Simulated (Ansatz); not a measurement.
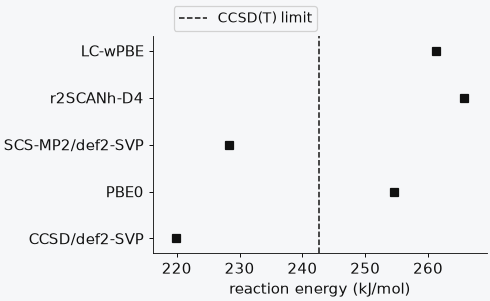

Electronic reaction energy of Si₂H₅I ([SiH3][SiH2]I) → SiH₃I ([SiH3]I) + SiH₂ ([SiH2]) [singlet] (SMILES in brackets) at several levels (functionals in def2-TZVPP unless a basis is named), isolated molecules at PBE0-D4 triple-zeta geometries, minima by their frequencies, no zero-point or thermal terms, the Ansatz code 0.2.0. The line is frozen-core CCSD(T) at the basis limit (MP2 extrapolated from triple and quadruple zeta, plus CCSD(T) less MP2 in a smaller set). No dispersion term is added to LC-wPBE and PBE0. The distance of SCS-MP2/def2-SVP and CCSD/def2-SVP to the limit includes basis error. Core potentials past Kr. The limit lies 8.1 kJ/mol from CCSD(T)/def2-TZVPP, so the line itself is uncertain by a part of that.

> What do zero-point energy and temperature add?

Zero-point change −14.6 kJ/mol; at 298.15 K and 1 bar the CCSD(T) limit plus thermal terms gives an enthalpy of reaction of 231.6 and a free energy of 191.2 kJ/mol (harmonic PBE0-D4 modes, ideal gas).

> Give the values.

```tsv
level	kJ/mol	less CCSD(T) limit
LC-wPBE	261.3	18.6
r2SCANh-D4	265.7	23.0
SCS-MP2/def2-SVP	228.2	−14.4
PBE0	254.5	11.9
CCSD/def2-SVP	219.8	−22.9
CCSD(T) limit	242.7	0.0
```

Known limits of this run: outer-core shells are correlated without core-valence functions, which makes the correlated values less sure; spin-orbit coupling is left out, and with I it can shift these values.
